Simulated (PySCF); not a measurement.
System: C6H5N2O (doublet).

```xyz
14

C     2.7056   -0.7315    0.6411
N     2.0016   -0.4274   -0.3953
C     0.6997   -0.2451   -0.3868
C    -0.0833    0.2617   -1.4531
C    -1.3839    0.2420   -1.0855
C    -1.4545   -0.3063    0.3149
C    -2.0144    0.6841    1.2288
N    -2.4389    1.4841    1.9235
O    -0.1146   -0.6057    0.6663
H     2.3170   -0.7575    1.6546
H     3.7488   -0.9450    0.4809
H     0.3326    0.5941   -2.3827
H    -2.2513    0.5615   -1.6262
H    -2.0650   -1.2220    0.3972
```

Geometry: GFN2-xTB.

Computed with UKS B3LYP, pcH-1 on C H N O, non-relativistic, mean-field spin-orbit, GIAO (PySCF).

Q: Predict the electron density, electron localisation function and spin density between the atoms.

A: C–C (1.35 Å): ρ is about 2.1 e/Å³ halfway; the ELF peaks at about 0.95 between the atoms; localised, covalent bonding.
C–O (1.38 Å): ρ at the midpoint is about 2.2 e/Å³; the ELF peaks at about 0.85 between the atoms: a shared but strongly polarised pair.
C–H (1.07 Å): ρ at the midpoint is about 2 e/Å³; the ELF climbs to about 1 towards the hydrogen, as it does in any bond to H: a covalent bond by its length.
C–N (1.29 Å): the density is about 2.5 e/Å³ at the midpoint; the ELF peaks at about 0.90 between the atoms (localised, covalent bonding).
The unpaired spin (1 electron) lies mostly on C1 (about 0.4), C3 (about 0.3), C5 (about 0.2) and O9 (about 0.1), in electrons by Hirshfeld's partition.

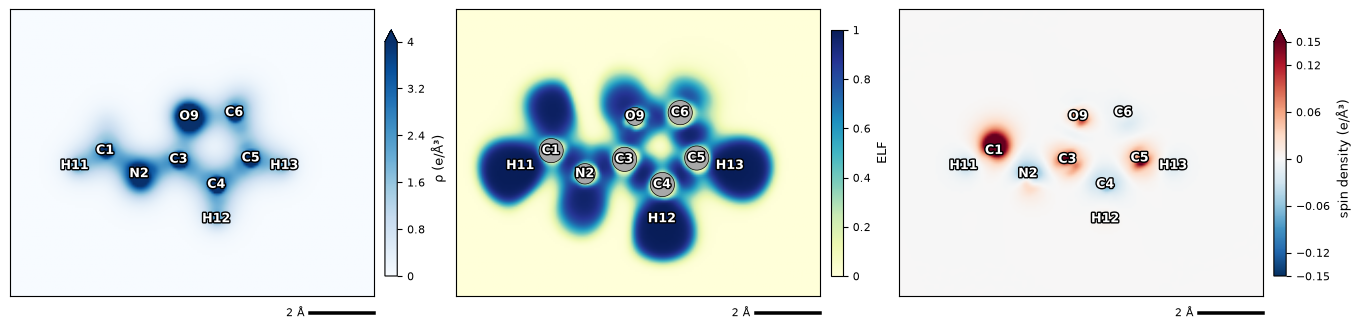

Computed electron density, electron localisation function and spin density on the plane of atoms C4, C3 and O9, in this order. Grey discs cover the atomic cores in the ELF map. 
